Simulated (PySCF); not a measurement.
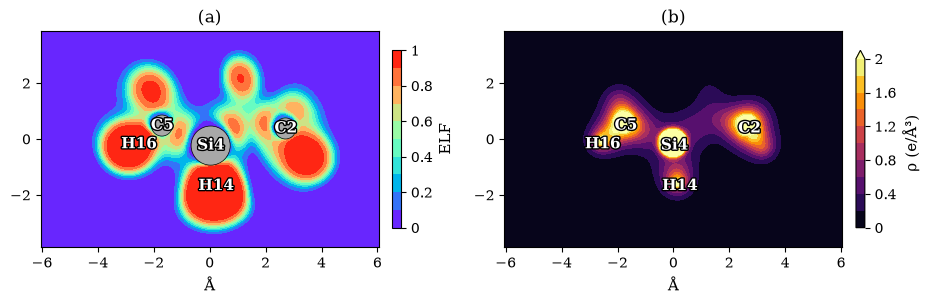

Figure 1: C6H13Si (doublet). (a) electron localisation function; (b) total electron density on the plane of atoms C5, Si4 and H14. Grey discs cover the atomic cores in the ELF map.

Geometry: GFN2-xTB.

Level of theory: UKS B3LYP, pcH-1 on C H Si, non-relativistic, mean-field spin-orbit, GIAO in PySCF.

```xyz
20

C    -2.4473    0.6294   -1.1210
C    -2.2428   -0.7720   -0.6911
C    -1.4665   -1.1110    0.5038
Si    0.3942   -1.0054    0.0373
C     1.6989   -0.4713    1.2898
C     1.3147    0.6268    0.2767
C     2.3985    1.0914   -0.6645
H    -1.9745    0.8279   -2.0884
H    -2.0349    1.3209   -0.3902
H    -3.5115    0.8517   -1.2452
H    -2.5412   -1.5600   -1.3613
H    -1.6545   -0.4082    1.3157
H    -1.6960   -2.1159    0.8529
H     0.7887   -1.8616   -1.0708
H     1.4463   -0.2800    2.3236
H     2.7081   -0.8467    1.1969
H     0.7864    1.4650    0.7221
H     1.9774    1.6651   -1.4885
H     2.9341    0.2401   -1.0779
H     3.1168    1.7246   -0.1423
```

### What do the fields say about this system?

- The plane passes through C, Si and H nuclei.
- C–Si (1.89 Å): ρ is about 0.73 e/Å³ halfway; the ELF peaks at about 0.80 between the atoms: localised, covalent bonding.
- C–H (1.08 Å): ρ at the midpoint is about 1.9 e/Å³; the ELF climbs to about 1 towards the hydrogen, as it does in any bond to H: a covalent bond by its length.
- Si–H (1.45 Å): ρ at the midpoint is about 0.86 e/Å³; the ELF climbs to about 1 towards the hydrogen (a covalent bond by its length).
